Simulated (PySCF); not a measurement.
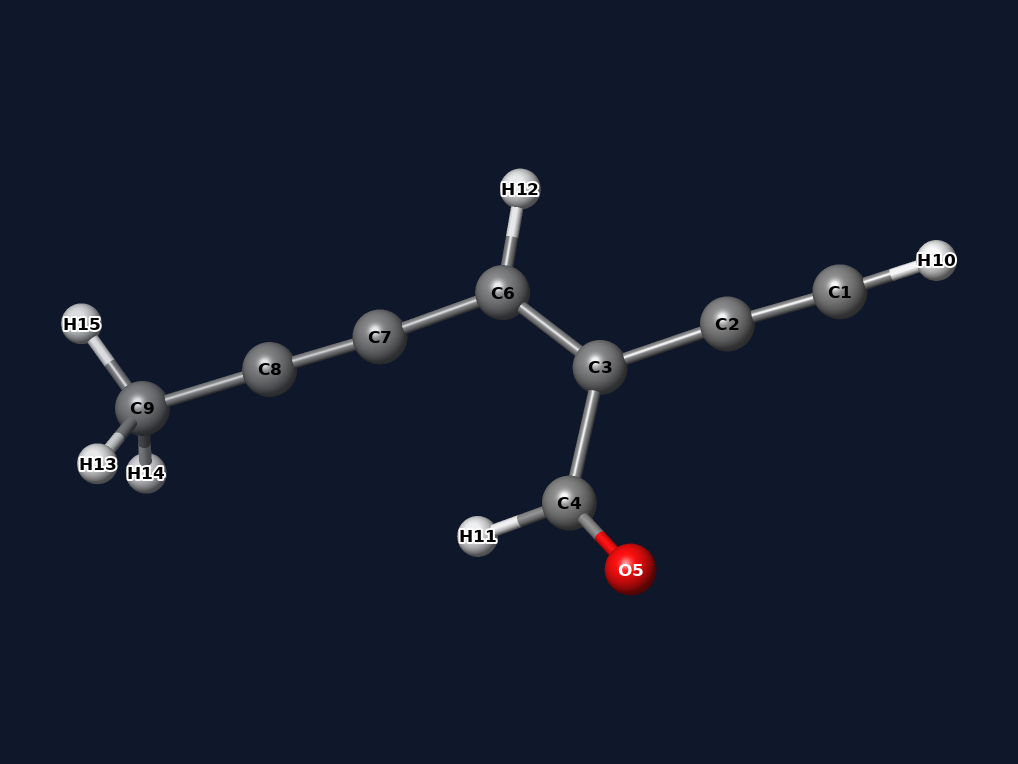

State: charge +1, doublet. The computed structure is the end point of a GFN2-xTB optimisation. No frequency run is at hand to confirm it as a minimum. Method: UKS B3LYP, pcH-1 on C H O, non-relativistic (PySCF 2.14.0). Fermi-contact and spin-dipolar terms alone, no spin-orbit part.

Which nucleus has the largest dipolar (anisotropic) hyperfine coupling?

Answer. 13C at C1: principal values −30.1, −25.7, 55.8 MHz.

List the isotropic and dipolar parts for the most strongly coupled nuclei, one of each equivalent set.

| atom | isotope | a_iso (MHz) | dipolar part (MHz) |
| --- | --- | --- | --- |
| C1 | 13C | 25.1 | −30.1, −25.7, 55.8 |
| C8 | 13C | 16.2 | −24.2, −22.8, 46.9 |
| C3 | 13C | 16.1 | −20.9, −18.7, 39.6 |
| O5 | 17O | −5.3 | −36.9, 13.7, 23.2 |
| C6 | 13C | −2.6 | −10.3, −8.4, 18.7 |
| H10 | 1H | −28.7 | −13.2, −2.8, 16.0 |
| C7 | 13C | −14.1 | −11.9, −2.9, 14.8 |
| C2 | 13C | −25.2 | −8.9, 1.6, 7.3 |
